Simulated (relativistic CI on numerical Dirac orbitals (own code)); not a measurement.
# Au XXXIX (Au³⁸⁺): levels and lines

The task is the spectrum of Au³⁸⁺: levels, purity of their labels, lifetimes and lines; further runs change one setting each.

Method: Dirac-Coulomb-Breit CI, KLI orbitals optimised for each configuration, model QED (radiative potential, 1s self-energy scaled to tabulated hydrogen-like ionisation energies). Code: relativistic CI on numerical Dirac orbitals (own code) version 4.

### 1 What is computed

```
ion                       : Au³⁸⁺ (Au XXXIX)
nuclear charge            : 79
electrons                 : 41
isotope                   : A = 197
first configuration typed : [Kr] 4d5
```

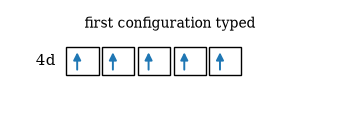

Outer shells as boxes.

### 2 Base run

Settings, as recorded:

```ini
atom Au  Z=79  charge=38  electrons=41
nucleus A=197  rms_radius_fm=5.4371
hamiltonian dirac-coulomb  breit=on  qed=on  c_scale=1
orbitals kli  potential=per-configuration
slater_scale 1
correlation none
mixing on
configurations
  [Kr] 4d5
  [Kr] 4d4 4f
  [Ar] 3d10 4s2 4p5 4d6
  [Ar] 3d10 4s 4p6 4d6
  [Ar] 3d10 4s2 4p5 4d5 4f
  [Ar] 3d10 4s 4p6 4d5 4f
  [Kr] 4d4 5s
  [Kr] 4d3 4f 5s
  [Kr] 4d4 5p
  [Kr] 4d4 5d
  [Ar] 3d10 4s2 4p5 4d5 5s
  [Ar] 3d10 4p6 4d6 4f
  [Kr] 4d4 5f
  [Kr] 4d3 5s 5p
  [Ar] 3d10 4s 4p6 4d4 4f 5s
  [Kr] 4d4 5g
  [Kr] 4d4 6s
  [Ar] 3d10 4p6 4d7
  [Ar] 3d10 4p5 4d8
  [Ar] 3d10 4p5 4d7 4f
  [Kr] 4d3 5s2
  [Kr] 4d2 4f 5s2
  [Ar] 3d10 4s2 4p5 4d3 4f 5s2
  [Ar] 3d10 4s 4p6 4d3 4f 5s2
end
```

The run is started by

```bash
python run_levels.py task.json out
```

One command runs all members of the session, one after another, from task.json.

### 3 Without QED terms

Settings: those of step 2 with these lines changed.

```diff
@@ -2,3 +2,3 @@
 nucleus A=197  rms_radius_fm=5.4371
-hamiltonian dirac-coulomb  breit=on  qed=on  c_scale=1
+hamiltonian dirac-coulomb  breit=on  qed=off  c_scale=1
 orbitals kli  potential=per-configuration
```

### 4 The first 3 configurations alone

Settings, as recorded:

```ini
atom Au  Z=79  charge=38  electrons=41
nucleus A=197  rms_radius_fm=5.4371
hamiltonian dirac-coulomb  breit=on  qed=on  c_scale=1
orbitals kli  potential=per-configuration
slater_scale 1
correlation none
mixing on
configurations
  [Kr] 4d5
  [Kr] 4d4 4f
  [Ar] 3d10 4s2 4p5 4d6
end
```

(Steps that only read results are left out.)

Q: Predict the outcome of this session. Wanted: lowest level; first excitation; lowest level of the other parity; fastest E1 line; ionisation energy.

The runs gave:

| run | time | mean size of shift, levels followed (cm⁻¹) | lowest level | ionisation energy (eV) |
| --- | --- | --- | --- | --- |
| main run | 18 s | 0 | 4d5 [4d5/2] J=5/2 | 1758.4 |
| without QED terms | 16 s | 610 | 4d5 [4d5/2] J=5/2 | 1758.3 |
| the first 3 configurations alone | 0.78 s | 2998 | 4d5 [4d5/2] J=5/2 | - |

The tabulated theoretical ionisation energy (NIST) is 1758 eV.

| quantity | value |
| --- | --- |
| lowest level | 4d5 [4d5/2] J=5/2 |
| first excitation | 4d5 [4d3/2^3 4d5/2^2] J=5/2, 153649 cm⁻¹ |
| lowest level of the other parity | 4p5 4d6 [4p3/2^3 4d5/2^2] J=11/2°, 202.60 eV |
| levels in the model | 10805 |
| fastest E1 line (by rate) to the lowest level among the lowest 400 of 10805 levels | 4.402 nm, from 4d4 4f [4d3/2^3 4d5/2 4f5/2] J=7/2° (v) |
| ionisation energy | 1758.4 eV |
| ionisation energy, tabulated theoretical (NIST) | 1758 eV |

What this shows: The lowest level is 4d5 [4d5/2] J=5/2, 26 % pure in LS and 94 % in jj coupling; over the low levels the means are 45 and 94 %, so jj coupling describes them better. The ionisation energy agrees with the tabulated theoretical value within its uncertainty of 4 eV. Of the changes tried, the run «the first 3 configurations alone» moves the low levels most, by 2998 cm⁻¹ on average. Lifetimes count radiative decay inside the model alone.
